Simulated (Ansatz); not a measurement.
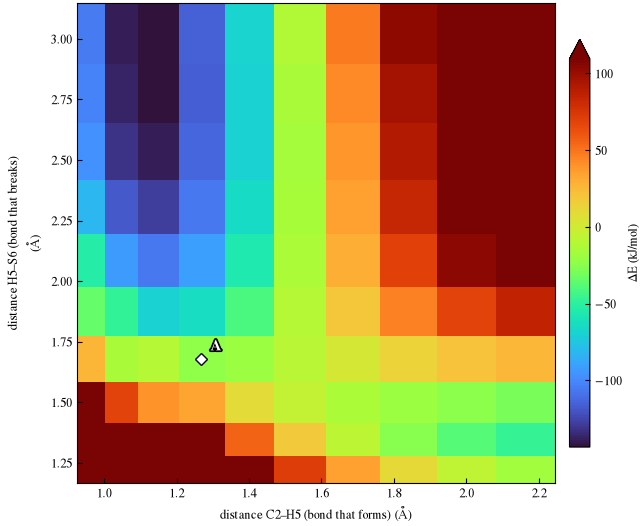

The reacting system CH₇AlS (fragments CH₇AlS where the first distance is long, AlH₃S + CH₄ where the second is long). First axis: distance C2–H5 (bond that forms). Second axis: distance H5–S6 (bond that breaks). Relaxed at each point: all other coordinates. The grid has 10 × 10 points. Points are written as (first, second). Energies: kJ/mol, counted from a guessed transition structure relaxed with its forming and breaking bonds held. Energies and slopes of some neighbouring points disagree (a jump in structure or state, or too coarse a mesh). The reference is spin-restricted, so regions where a bond is pulled apart into radicals lie too high. The calculation used RKS PBE0-D4/def2-SVP in Ansatz.

Drawn: one coloured cell a grid point, one colour for all values above the top of the scale, the point A.

**Is A at rest? If not, where is it pushed?**

A, at (1.267 Å, 1.680 Å), is not a stationary point. The computed force is 21 kJ/mol for each Å towards larger values of the first coordinate and 260 kJ/mol for each Å towards larger values of the second coordinate.
